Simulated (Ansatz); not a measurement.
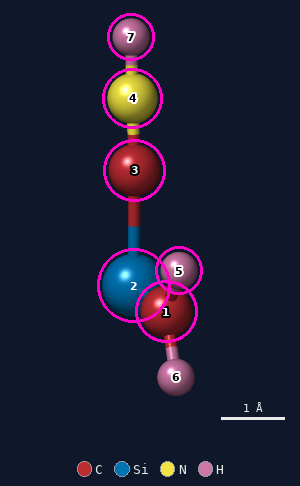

C2H3NSi: the N4–H7 distance and the H5–C1–Si2–C3 dihedral angle are varied on a grid, with the rest of the molecule carried along rigidly. The picture shows the minimum geometry. The ringed atoms are those of the scanned coordinate. A ball-and-stick model, seen almost along the central bond, with a slight tilt.

Computed with Ansatz: CCSD(T), basis def2-TZVPP, on geometries moved rigidly from the minimum at PBE0-D4/def2-TZVP. Coupled cluster with a frozen core. Energies are counted from the PBE0-D4/def2-TZVP minimum geometry at the same level.

The input:
```yaml
crystal:
  periodic: [false, false, false]
  atoms:
    - {symbol: C, position_ang: [-0.988454, 1.173180, -0.132264]}
    - {symbol: Si, position_ang: [0.281418, 1.085456, 1.079523]}
    - {symbol: C, position_ang: [0.802859, -0.607116, 0.361828]}
    - {symbol: N, position_ang: [1.218796, -1.637739, 0.023603]}
    - {symbol: H, position_ang: [-1.239502, 0.458084, -0.909189]}
    - {symbol: H, position_ang: [-1.635677, 2.049381, -0.140383]}
    - {symbol: H, position_ang: [1.560549, -2.521245, -0.283128]}
basis:
  gaussian: {orbitals: def2-TZVPP}
correlation: {method: ccsd_t}
```

Q: Predict the energy profile on a grid with rows 0.896, 0.925, 0.968, 1.017, 1.072, 1.132, 1.195 and columns 25.6, 61.6, 97.6, 133.6, 169.6 (N4–H7 distance (Å); H5–C1–Si2–C3 dihedral angle (°)).

A: Rows: N4–H7 distance (Å); columns: H5–C1–Si2–C3 dihedral angle (°); values in kJ/mol.

```tsv
	25.6	61.6	97.6	133.6	169.6
0.896	48.8	135.1	208.0	95.0	39.2
0.925	32.9	119.3	192.2	79.1	23.3
0.968	20.7	107.2	180.2	66.9	11.0
1.017	19.6	106.2	179.2	65.9	9.8
1.072	30.3	117.1	190.2	76.6	20.5
1.132	52.1	139.0	212.1	98.5	42.3
1.195	82.5	169.4	242.6	128.8	72.6
```

In pairs of (N4–H7 distance (Å); H5–C1–Si2–C3 dihedral angle (°)): the lowest computed point lies at (1.017, 169.6) (9.8 kJ/mol), the highest at (1.195, 97.6) (242.6 kJ/mol). It lies on the edge of the grid, so the true minimum may be outside the range scanned. At 36 of the 36 structures the mean-field solution behind CCSD(T) isn't stable (a lower one of broken symmetry exists), so those energies are less reliable. The T1 diagnostic reaches 0.058, so the single-reference result is less sure there.

As a map, interpolated between the computed points (dots):

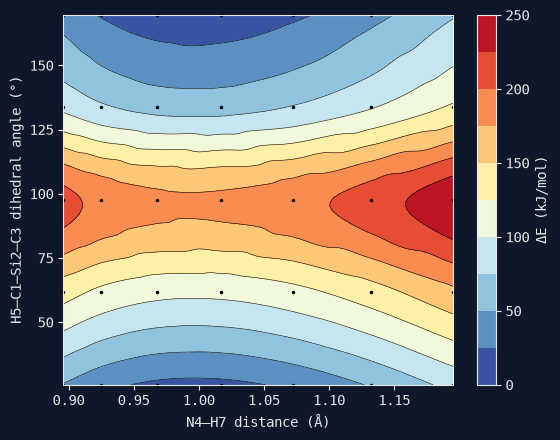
